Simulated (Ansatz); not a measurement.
# GeN (hypothetical, F-43m): thermal expansion from first principles

Wanted: α(T), C_P(T) and B(T) of GeN (hypothetical) in the quasi-harmonic approximation. The compound is hypothetical: it was made by swapping elements on a known structure type.

Main program and level: Ansatz 0.2.0; DFT PBEsol, scalar-relativistic, plane waves, PAW.

### 1. Starting point

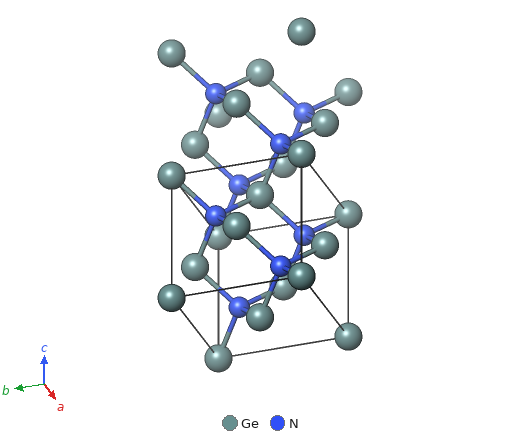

The starting structure, seen from a free direction (germanium teal, nitrogen blue). 1×1×2 cells are drawn. This picture shows the conventional cell, with its axes. Bonds to atoms that aren't drawn are left out. Some periodic images of atoms are drawn too.

### 2. Probe on a coarse mesh

Before spending time, one coarse run tells the gap and the pressure of the starting cell.

Contents of input.yaml:

```yaml
crystal:
  lattice:
    - [0.0, 2.60924, 2.60924]
    - [2.60924, 0.0, 2.60924]
    - [2.60924, 2.60924, 0.0]
  atoms:
    - { symbol: Ge, position: [0.0, 0.0, 0.0] }
    - { symbol: "N", position: [0.75, 0.75, 0.75] }
kpoints:
  mp_grid: { grid: [6, 6, 6] }
hamiltonian:
  xc: pbesol
scf:
  occupations: { method: gaussian, width: 0.1 }
output:
  forces: true
  stress: true
  eigenvalues: true
```

On the command line:

```console
$ ansatz run input.yaml --threads 4 --pin off --max-ram 8192MiB --backend cpu --events-out ev --progress --plain --runs-dir out
```

Numbers of over 12 decimals in the logs are rounded to 6 here.

Log:

```text
Engine: ansatz 0.2.0, aarch64-unknown-linux-gnu
Pseudopotentials: kind: paw
Pseudopotential: Ge, paw, valence charge 14, recommended cutoff 420 eV (normal), Ge.paw.azcp
Pseudopotential: N, paw, valence charge 5, recommended cutoff 420 eV (normal), N.paw.azcp
Functional definition: PBEsol
  exchange = pbesol_x
  correlation = pbesol_c
Crystal: 2 atoms, lattice volume = 35.528 Å³
Basis set: ecut = 420 eV, 725 PW (Γ), exchange–correlation on 50×50×50 points (8 copies of the dense FFT grid, shifted against one another)
Bands: 14, of which v1, the nominal top of the filled ones, is band 10 counted from 1 (9 counted from 0)
Symmetry: 24 space group operations
Space group: F-43m (ITA 216), of the structure as read, at distance tolerance 3.3e-5 Å
k-points: 16 of 216 (time reversal used)
Non-local potential: Ge, projectors of the file, l = 0: 2, l = 1: 2, l = 2: 3, l = 3: 1
Non-local potential: N, projectors of the file, l = 0: 2, l = 1: 2, l = 2: 1
PAW form: soft (Blöchl's): semilocal exchange-correlation on the pseudo side does not see the compensation charge
PAW frozen core: Ge, regenerated for the run's functional, and the local potential with it (the file was generated under x = pbe(κ = 0.804, μ = 0.219515), c = pbe(β = 0.066725))
PAW frozen core: N, regenerated for the run's functional, and the local potential with it (the file was generated under x = pbe(κ = 0.804, μ = 0.219515), c = pbe(β = 0.066725))
PAW one-centre angular grid: Ge, 590 points (default); XC on 64 Gauss nodes
PAW one-centre angular grid: N, 110 points (default); XC on 64 Gauss nodes
Initial density: superposition of atomic densities (neutral atoms: chi_scale 0, normalization atom), corrected by the library's trained network
Initial wavefunctions: pseudopotential atomic-orbital guess
Functional: x = pbesol(κ = 0.804, μ = 0.123457), c = pbesol(β = 0.046)
SCF iter   1: F=—  HF=-4630.355265 eV  |F-HF|=—  |Δ(HF+E_count)|=         —  Δρ=9.48e-3  dr2=3.38e-2  ethr=1.77e-3  ⟨swp⟩=5.2  Hψ=1186  notcnv=0
preconditioner: auto → LDOS  [insulator: Δε(μ)=0.206 eV  Ē_g=21.025 eV  σ=0.100 eV  W_gap=0.85  n_scr=14 (ndim 8)  ℏωp=27.2 eV  f_vac=0.030  D(μ)=0.90/eV (n_scr^D=8)  ε∞_Penn≈2.7  β→1.0]
SCF iter   2: F=—  HF=-4630.348530 eV  |F-HF|=—  |Δ(HF+E_count)|=   6.73e-3  Δρ=1.74e-3  dr2=5.92e-4  ethr=1.78e-4  ⟨swp⟩=2.9  Hψ=541  notcnv=0  defer=1
preconditioner: auto → none  [insulator: Δε(μ)=0.291 eV  Ē_g=21.102 eV  σ=0.100 eV  W_gap=0.91  n_scr=14 (ndim 8)  ℏωp=27.2 eV  f_vac=0.030  D(μ)=0.80/eV (n_scr^D=0)  ε∞_Penn≈2.7  β→0.5]
SCF iter   3: F=—  HF=-4630.348296 eV  |F-HF|=—  |Δ(HF+E_count)|=   2.34e-4  Δρ=1.81e-3  dr2=1.30e-3  ethr=3.11e-6  ⟨swp⟩=2.0  Hψ=372  notcnv=0  defer=1
SCF iter   4: F=—  HF=-4630.347909 eV  |F-HF|=—  |Δ(HF+E_count)|=   3.87e-4  Δρ=2.79e-4  dr2=1.64e-5  ethr=3.11e-6  ⟨swp⟩=2.0  Hψ=372  notcnv=0  defer=1
SCF iter   5: F=—  HF=-4630.347922 eV  |F-HF|=—  |Δ(HF+E_count)|=   1.29e-5  Δρ=3.98e-5  dr2=7.38e-7  ethr=8.66e-8  ⟨swp⟩=1.9  Hψ=254  notcnv=0  defer=1
SCF iter   6: F=-4630.347922 eV  HF=-4630.347922 eV  |F-HF|=7.19e-11  |Δ(HF+E_count)|=   1.35e-7  Δρ=3.34e-6  dr2=2.29e-9  ethr=5.26e-10  ⟨swp⟩=5.6  Hψ=942  notcnv=0
SCF 1 converged in 6 iterations: F = -4630.347922 eV  dr2 = 2.29e-9
  greatest PAW one-centre occupation: 0.998 electrons in one spin orbital (limit 2), on the Ge atom at site 0 (counted from 0), in its partial waves of l = 2
SCF converged after 6 iterations
Free energy (F): -4630.347922 eV
Harris-Foulkes:  -4630.347922 eV  (|F-HF|=7.19e-11)
Internal energy: -4630.343922 eV  (E = F + TS)
E sigma→0 (E₀):  -4630.345922 eV
Entropy (-TS):   -0.004000 eV (-2.000 meV/atom)
Fermi energy:    6.540362 eV
--- Per-component energies (eV) ---
  E_band       = -184.064012
  E_kinetic    = 229.481098
  E_local      = -2670.576963  (includes V_loc(G=0)·N_el)
  E_nonlocal   = 463.330787
  E_hartree    = 1127.263535
  E_xc         = -130.644637
  E_vxc        = -135.535192  (∫ρ·V_xc dr)
  E_paw        = -2097.281269  (= ΣΔE_a)
  E_vpaw       = -325.289921  (= ΣTr[D̂ρ^β])
  E_aug_tail   = 0.000487  (compensation charges beyond the density's cutoff)
  E_ewald      = -1552.862994
  E_core_change = 0.946035  (= ΣΔE_core)
  E_smearing   = -0.004000  (= −TS)
  E_closure    = -0.000000  (closes the sum)
  Σ components = -4630.347922   (vs F -4630.347922, Δ=0.00e0)
--- Forces (eV/Å), atoms counted from 1 ---
  atom   1  Ge     0.00000000    -0.00000000     0.00000000
  atom   2  N     -0.00000000     0.00000000     0.00000000
  max |Σ_I F_I| component: 2.22e-16 eV/Å
--- Stress (GPa, compression-positive) ---
      -18.088481      -0.000000      -0.000000
        0.000000     -18.088481       0.000000
       -0.000000       0.000000     -18.088481
  P = ⅓ Tr σ = -18.0885 GPa (-180.885 kbar)
--- Band table (eV; the first three rows and the last of 16) ---
  k-point 0: bands = [... 6 lower, 2.0441, 4.4559, 4.4559, 4.4559, 10.4014, 10.4014, 10.4014, 15.0405]
  k-point 1: bands = [... 6 lower, 0.8906, 4.2627, 4.2627, 5.0311, 9.8843, 10.6808, 10.6808, 16.4109]
  k-point 2: bands = [... 6 lower, -0.8552, 3.9308, 3.9308, 5.1672, 10.1940, 11.0015, 11.0015, 16.3736]
  k-point 15: bands = [... 6 lower, -1.7694, 2.2203, 2.2623, 7.8868, 8.2485, 11.2967, 13.0512, 14.0027]
```

Wall time 0.38 s (4 threads of Arm Neoverse V2, shared host); peak memory 0.28 GiB; 0.95 s of CPU time.

This run has no spin polarisation although its electron count is odd.

Numbers from this step:

| Item | Value |
| --- | --- |
| pressure | -18.09 GPa |
| volume per atom | 17.76 Å³ |
| gap on the k-mesh | 0 eV |

The start is under -18 GPa at this level and looks like a metal on this mesh.

### 3. A loose first relaxation

The start is far from rest, so a relaxation with loose thresholds first brings it near the minimum.

Edit input.yaml of step 2 so:

```diff
@@ -18 +18,6 @@
   eigenvalues: true
+relax:
+  adjacent_minimum: "off"
+  f_tol: 0.05
+  max_steps: 80
+  cell: { stress_tol: 0.5 }
```

Log:

```text
[...]
Crystal: 2 atoms, lattice volume = 35.528 Å³
Basis set: ecut = 420 eV, 725 PW (Γ), exchange–correlation on 50×50×50 points (8 copies of the dense FFT grid, shifted against one another)
Bands: 14, of which v1, the nominal top of the filled ones, is band 10 counted from 1 (9 counted from 0)
Symmetry: 24 space group operations
[...]
k-points: 16 of 216 (time reversal used)
[...]
SCF iter   1: F=—  HF=-4630.355265 eV  |F-HF|=—  |Δ(HF+E_count)|=         —  Δρ=9.48e-3  dr2=3.38e-2  ethr=1.77e-3  ⟨swp⟩=5.2  Hψ=1186  notcnv=0
[...]
SCF iter   6: F=-4630.347922 eV  HF=-4630.347922 eV  |F-HF|=7.19e-11  |Δ(HF+E_count)|=   1.35e-7  Δρ=3.34e-6  dr2=2.29e-9  ethr=5.26e-10  ⟨swp⟩=5.6  Hψ=942  notcnv=0
SCF 1 converged in 6 iterations: F = -4630.347922 eV  dr2 = 2.29e-9
[...]
relax step   1: F+E_penalty+E_count = -4630.34792209 eV  Δ(F+E_penalty+E_count) = +0.000e0 eV  max|allowed force component| = 7.587e-16 eV/Å  Δτ_max = 0.0000 Å  P = -18.088 GPa  Ω = 35.528 Å³  (6 SCF iters, dr2 threshold 1.00e-7 eV, accepted)
Crystal: 2 atoms, lattice volume = 30.581 Å³
Basis set: ecut = 420 eV, 609 PW (Γ), exchange–correlation on 50×50×50 points (8 copies of the dense FFT grid, shifted against one another)
[...]
iter 1 solved again at ethr=3.99e-4 eV; its pass at ethr=3.10e-3 eV (dr2=7.57e-2 eV) is discarded
[...]
SCF iter   6: F=-4630.815883 eV  HF=-4630.815883 eV  |F-HF|=7.04e-10  |Δ(HF+E_count)|=   2.67e-8  Δρ=4.64e-6  dr2=3.87e-9  ethr=5.50e-10  ⟨swp⟩=2.4  Hψ=879  notcnv=0
SCF 2 converged in 6 iterations: F = -4630.815883 eV  dr2 = 3.87e-9
relax step   2: F+E_penalty+E_count = -4630.81588277 eV  Δ(F+E_penalty+E_count) = -4.680e-1 eV  max|allowed force component| = 5.181e-16 eV/Å  Δτ_max = 0.0000 Å  P = -10.243 GPa  Ω = 30.581 Å³  energy of the carried Pulay correction = +9.339e-3 eV  (6 SCF iters, dr2 threshold 2.00e-7 eV, accepted)
Crystal: 2 atoms, lattice volume = 26.116 Å³
Basis set: ecut = 420 eV, 531 PW (Γ), exchange–correlation on 50×50×50 points (8 copies of the dense FFT grid, shifted against one another)
[...]
SCF iter   6: F=-4630.976773 eV  HF=-4630.976773 eV  |F-HF|=6.93e-10  |Δ(HF+E_count)|=   3.36e-8  Δρ=4.60e-6  dr2=3.72e-9  ethr=5.59e-10  ⟨swp⟩=2.1  Hψ=826  notcnv=0
SCF 3 converged in 6 iterations: F = -4630.976773 eV  dr2 = 3.72e-9
relax step   3: F+E_penalty+E_count = -4630.97677345 eV  Δ(F+E_penalty+E_count) = -1.609e-1 eV  max|allowed force component| = 3.238e-16 eV/Å  Δτ_max = 0.0000 Å  P = -0.542 GPa  Ω = 26.116 Å³  energy of the carried Pulay correction = +1.906e-2 eV  (6 SCF iters, dr2 threshold 2.00e-7 eV, accepted)
[...]
relax step   4: F+E_penalty+E_count = -4630.97733449 eV  Δ(F+E_penalty+E_count) = -5.610e-4 eV  max|allowed force component| = 2.313e-16 eV/Å  Δτ_max = 0.0000 Å  P = +0.458 GPa  Ω = 25.905 Å³  energy of the carried Pulay correction = +1.956e-2 eV  (6 SCF iters, dr2 threshold 2.00e-7 eV, accepted)
Basis set: ecut = 420 eV, 531 PW (Γ), exchange–correlation on 48×48×48 points (8 copies of the dense FFT grid, shifted against one another)
[...]
SCF iter   6: F=-4630.971420 eV  HF=-4630.971420 eV  |F-HF|=1.82e-12  |Δ(HF+E_count)|=  7.28e-12  Δρ=6.07e-8  dr2=2.84e-13  ethr=1.00e-12  ⟨swp⟩=2.0  Hψ=582  notcnv=0
SCF 5 converged in 6 iterations: F = -4630.971420 eV  dr2 = 2.84e-13
[...]
relax step   5: F+E_penalty+E_count = -4630.97142045 eV  Δ(F+E_penalty+E_count) = +5.914e-3 eV  max|allowed force component| = 2.683e-16 eV/Å  Δτ_max = 0.0000 Å  P = +0.102 GPa  Ω = 25.905 Å³  stress off target by 1.02e-1 GPa  SCF on the basis re-selected at this cell (its energy is not comparable with the rows above)  (6 SCF iters)
basis re-selected at this cell: Δ(F+E_penalty+E_count) = +5.914e-3 eV, ΔP = -0.356 GPa vs the last step (what re-selecting the basis moved, of the pressure what is left beyond the Pulay correction that the steps carried, after the strain that the cell walked since its last selection, with what the two solves' SCF thresholds leave and, on support functions, any second-order correction that the steps lacked; it is no measure of the basis error at this ecutwfc). The dense FFT grid was sized anew with the basis: this SCF ran on 24×24×24 points, the steps before it on 25×25×25, so part of this shift can come from that change (see relax.cell in the input reference). [rest of the remark cut]
SCF converged after 6 iterations
Free energy (F): -4630.971420 eV
[...]
Internal energy: -4630.961519 eV  (E = F + TS)
E sigma→0 (E₀):  -4630.966470 eV
Entropy (-TS):   -0.009901 eV (-4.951 meV/atom)
Fermi energy:    11.645716 eV
[...]
--- Stress (GPa, compression-positive) ---
        0.102126      -0.000000      -0.000000
       -0.000000       0.102126      -0.000000
       -0.000000      -0.000000       0.102126
  P = ⅓ Tr σ = 0.1021 GPa (1.021 kbar)
--- Band table (eV; the first three rows and the last of 16) ---
  k-point 0: bands = [... 6 lower, 7.7347, 7.7347, 7.7347, 7.8775, 15.6840, 15.6840, 15.6840, 21.8940]
  k-point 1: bands = [... 6 lower, 4.9662, 7.4769, 7.4769, 9.8319, 15.0392, 16.0581, 16.0581, 22.9542]
  k-point 2: bands = [... 6 lower, 2.1337, 7.0381, 7.0381, 10.3463, 15.3555, 16.3270, 16.3270, 21.9629]
  k-point 15: bands = [... 6 lower, 1.1521, 4.6229, 4.6850, 12.4377, 13.4281, 17.1516, 18.4987, 19.8748]
--- Relaxed structure (4 steps of the walk, 4 accepted, 1 SCFs on fresh bases) ---
  F+E_penalty+E_count = -4630.97142045 eV   max|allowed force component| = 2.683e-16 eV/Å   (the final SCF, on the basis selected at the relaxed cell)
  cell:  # Å, volume = 25.9055 Å³
    - [0, 2.348481, 2.348481]
    - [2.348481, 0, 2.348481]
    - [2.348481, 2.348481, 0]
  atoms:
    - { symbol: Ge, position: [0, 0, 0] }
    - { symbol: N, position: [0.750000, 0.750000, 0.75] }
```

Run time: 1.6 s. Hardware: 4 threads; peak memory 0.3 GiB.

Relaxation path:

```
step  energy less that of the first step (eV)  largest force component (eV/Å)  pressure (GPa)  volume (Å³)
   1                                   0.0000                          0.0000          -18.09        35.53
   2                                  -0.4680                          0.0000          -10.24        30.58
   3                                  -0.6289                          0.0000           -0.54        26.12
   4                                  -0.6294                          0.0000            0.46        25.91
  5*                                  -0.6235                          0.0000            0.10        25.91
```

Relaxation steps marked * repeat the geometry before them on a plane-wave basis chosen anew for their cell, so energy and pressure can jump there.

Forces are held to the 24 operations that the run works with; a distortion that breaks them can't arise in this run.

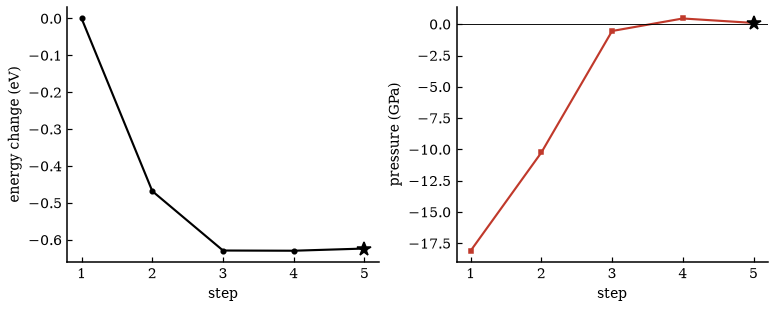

Energy and pressure along the relaxation. Stars mark steps on a basis chosen anew.

```
conventional cell, symmetrised  before  after   change
                         a (Å)   5.218  4.697  -10.0 %
                         b (Å)   5.218  4.697  -10.0 %
                         c (Å)   5.218  4.697  -10.0 %
              volume (Å³/atom)   17.76  12.95  -27.1 %
```

The relaxed structure:

```
Ge N
1.0
     0.00000    2.34848    2.34848
     2.34848    0.00000    2.34848
     2.34848    2.34848    0.00000
Ge N
1 1
Direct
  0.00000 0.00000 0.00000
  0.75000 0.75000 0.75000
```

Numbers from this step:

```yaml
pressure: 0.1021 GPa
volume_per_atom: 12.95 Å³
```

The relaxation ends with a pressure of 0.10 GPa.

[end of part 1 of 3]

[Logs are printed without paths, hosts, clocks, repeated set-up lines and the standing remarks that a program may print on its own settings, such as how far it seeks lower states.]

[Hosts, paths, dates, database ids (printed as entryN), source tags and the programs' standing remarks are cut or masked in the printed files.]

[A step with changed settings may run another functional than the one named; its input shows which.]

[Pressures of single members of a volume series are the stress at the run's cutoff; with an incomplete basis they can lie off −dE/dV of the same runs, and they are not shown converged.]
